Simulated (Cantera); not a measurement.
A closed system holds: 1 mol B₂O₃, 6.2 mol O₂, 0.17 mol N₂, at 13.0 mbar.

These are equilibrium values from Cantera (NASA tables, ideal gas, pure condensed phases), not measurements of a reactor. Candidate condensed phases: B, BN, B₂O₃; 17 gas species. Rates play no part.

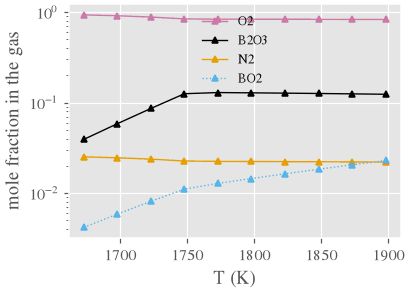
Fig. 1. Equilibrium gas composition (values under 1e-9 drawn at 1e-9)

From 1673 K to 1748 K the condensed part is B₂O₃(l). From 1773 K to 1898 K nothing is condensed. The main B-bearing gas is B₂O₃ throughout.
